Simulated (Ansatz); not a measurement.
**CH6AlNSi: how energies converge with the basis set**

Aim: see how fast density functionals converge with the basis set for CH6AlNSi.

The runs use Ansatz 0.2.0, Gaussian basis; one geometry, several basis sets.

Plan: PBE0-D4/def2-SVP; ωB97M-V/def2-SVP; PBE0-D4/def2-QZVPP; ωB97M-V/def2-QZVPP; the functionals' def2-TZVPP values are taken from earlier runs.

## 1. The relaxed structure

The geometry comes from an earlier relaxation with PBE0-D4 in a triple-zeta def2 set; it is a stationary point, not always the lowest conformer.

SMILES `[AlH2][N]1C[SiH2]1`, 10 atoms, charge 0, spin multiplicity 1.

Atoms are counted from 1 here; the program's logs count them from 0.

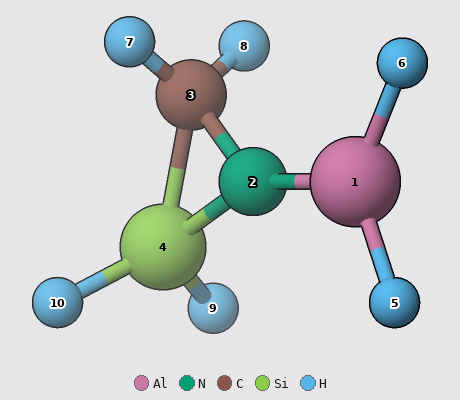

The geometry (aluminium pink, nitrogen teal, carbon brown, silicon green, hydrogen blue); atoms are numbered from 1 in the order of the file.

## 2. PBE0-D4 in def2-SVP

in.yaml

```yaml
crystal:
  periodic: [false, false, false]
  atoms:
    - {symbol: Al, position_ang: [-0.211763, 1.961451, 0.163836]}
    - {symbol: N, position_ang: [-0.004050, 0.219859, -0.027365]}
    - {symbol: C, position_ang: [-0.123911, -1.001756, 0.822939]}
    - {symbol: Si, position_ang: [0.364006, -1.188254, -0.927243]}
    - {symbol: H, position_ang: [0.051352, 2.862236, -1.111772]}
    - {symbol: H, position_ang: [-0.644219, 2.535351, 1.576132]}
    - {symbol: H, position_ang: [0.612861, -1.094755, 1.619329]}
    - {symbol: H, position_ang: [-1.132434, -1.250664, 1.149492]}
    - {symbol: H, position_ang: [-0.599562, -1.653236, -1.950365]}
    - {symbol: H, position_ang: [1.770820, -1.441533, -1.312183]}
basis:
  gaussian: {orbitals: def2-SVP}
hamiltonian: {xc: pbe0, dispersion: d4}
output: {orbitals: {seedname: orbitals}}
```

Command:

```
$ ansatz run in.yaml --threads 2 --pin off --events-out ev --progress --plain --max-ram 4352MiB
```

The runs that follow: ωB97M-V in def2-SVP; PBE0-D4 in def2-QZVPP; ωB97M-V in def2-QZVPP.

Q: Predict the results of all the runs planned. Wanted: PBE0-D4: double and triple zeta above quadruple; ωB97M-V: double and triple zeta above quadruple.

The runs gave:

| quantity | value |
| --- | --- |
| PBE0-D4: double and triple zeta above quadruple | 8.77, 0.64 eV |
| ωB97M-V: double and triple zeta above quadruple | 8.87, 0.60 eV |

What this shows: PBE0-D4 gains 8.13 eV from double to triple zeta, then 0.64 eV more. These are total energies; as a rule much of such shifts cancels in differences, which this series doesn't test. The LUMO of ωB97M-V is positive and keeps falling with the basis (0.93 to 0.40 eV): an unbound level that the basis holds in place.
